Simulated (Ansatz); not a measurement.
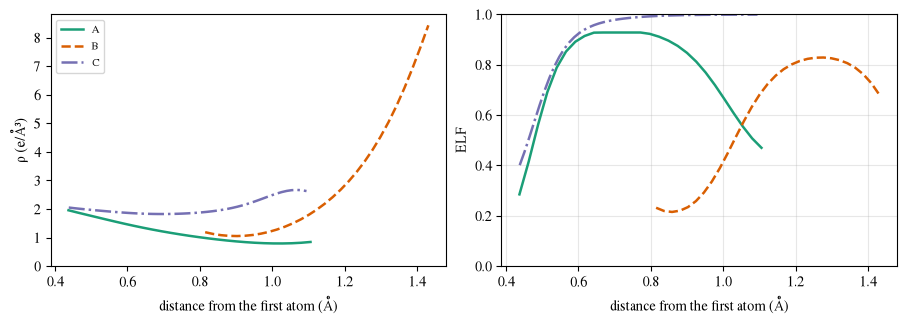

C$_{3}$H$_{9}$FTi (SMILES [CH3][Ti]([CH3])([CH3])[F]). Total electron density and ELF along straight lines between neighbouring atoms. The curves leave out the atomic cores.

Geometry: PBE0-D4/def2-TZVP.

All numbers below come from RKS PBE0-D4/def2-TZVPP (Ansatz).

```xyz
14

C    -1.5850    1.0884   -0.0280
Ti    0.3068    0.3570   -0.3702
C     1.2520    0.1883    1.4489
C     0.1138   -1.5353   -1.1530
F     1.2075    1.4072   -1.4601
H    -2.2013    0.3018    0.4221
H    -1.5333    1.9362    0.6643
H    -2.0543    1.4211   -0.9592
H     1.5902    1.1647    1.8100
H     0.5574   -0.2422    2.1791
H     2.1201   -0.4735    1.3542
H    -0.2100   -2.2226   -0.3632
H     1.0628   -1.8893   -1.5677
H    -0.6398   -1.5310   -1.9484
```

Which curve belongs to which contact (C–H, C–Ti and Ti–F)? The first atom named is at distance zero.

Curve A: C–Ti (2.06 Å): ρ is about 0.79 e/Å³ halfway; the ELF peaks at about 0.95 in the valence shell of C, 0.7 Å from its nucleus, and is about 0.60 at the midpoint. Curve B: Ti–F (1.76 Å): the density is about 1.1 e/Å³ at the midpoint; the ELF peaks at about 0.85 in the valence shell of F, 0.5 Å from its nucleus, and drops to about 0.20 between the two atoms. Curve C: C–H (1.09 Å): ρ at the midpoint is about 1.9 e/Å³; the ELF climbs to about 1 towards the hydrogen, as it does in any bond to H; an ordinary covalent bond to hydrogen.
